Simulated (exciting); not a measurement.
Consider RbLuO2, space group R-3m.

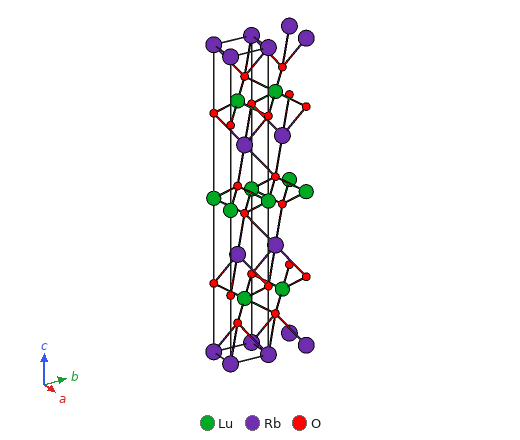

The structure (lutetium green, rubidium purple, oxygen red). Bonds to atoms that aren't drawn are left out. 1×2×1 conventional cells are drawn. Some periodic images of atoms are drawn too.

```cif
data_structure
_symmetry_space_group_name_H-M 'P 1'
_symmetry_Int_Tables_number 1
_cell_length_a 6.6783
_cell_length_b 6.6783
_cell_length_c 6.6783
_cell_angle_alpha 29.494
_cell_angle_beta 29.494
_cell_angle_gamma 29.494
_cell_volume 63.91
loop_
_atom_site_label
_atom_site_type_symbol
_atom_site_fract_x
_atom_site_fract_y
_atom_site_fract_z
_atom_site_occupancy
Lu1 Lu 0.50000 0.50000 0.50000 1
Rb2 Rb 0.00000 0.00000 0.00000 1
O3 O 0.77700 0.77700 0.77700 1
O4 O 0.22300 0.22300 0.22300 1
```

Absorber: atom 2, with 6 O at 2.88 Å (6-fold, site symmetry -3m). Method: exciting, all-electron LAPW+lo, LDA, exchange and screened direct term (singlet BSE), 3×3×3 shifted k points, 34 conduction bands, |G+q| up to 3 bohr⁻¹ (2 in the exchange term), full RPA screening with nempty = 58, Lorentzian half width 0.64 eV.

Question: Predict the Rb L₃ near-edge structure at this level.

Bound core exciton? Yes on this mesh: the first bright state (over 5 % of the brightest) lies at -1.50 eV from the Kohn–Sham onset and at -1.72 eV from the lowest bare transition of its own mesh. Maxima (height): -1.3 eV (0.61), 1.1 eV (1.00), 8.7 eV (0.28), 11.6 eV (0.26), 17.3 eV (0.30) and 21.2 eV (0.26).

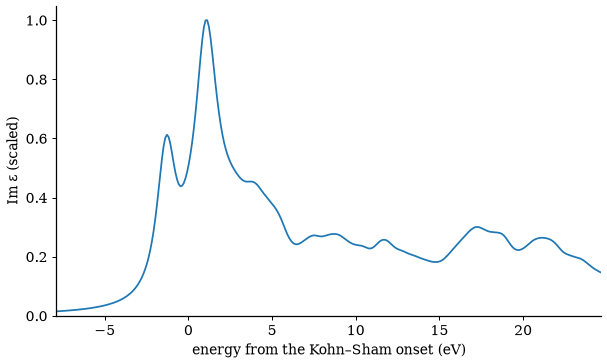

Energy from the Kohn–Sham onset, core level to the lowest empty state found on the meshes used; Im ε in relative units.

Binding energies aren't converged on 27 k points, and fine structure above the first lines is partly noise of the mesh. The kernel cutoff is low for a compact core orbital, so the effect of exchange is a lower bound. The zero comes from the unshifted 4×4×4 ground-state mesh; it is exact only where the band minimum lies on that mesh. The conduction states carry no spin here, so the exchange coupling to the spinor core hole is only partly held. This core level is treated alone, with no coupling to its spin–orbit partner. The Kohn–Sham onset, 1756 eV, is no photon energy (tabulated edge of the element: 1804 eV): the scale needs a rigid shift. No quasiparticle correction widens the gap or stretches the bands. Vibrations and energy-dependent lifetimes are left out. The structure is a published determination, not relaxed.

[Banner, clock and machine lines of the logs are left out without a mark of their own.]

[Logs are printed without paths, hosts, clocks, repeated set-up lines and the standing remarks that a program may print on its own settings, such as how far it seeks lower states.]

[Hosts, paths, dates, database ids (printed as entryN), source tags and the programs' standing remarks are cut or masked in the printed files.]
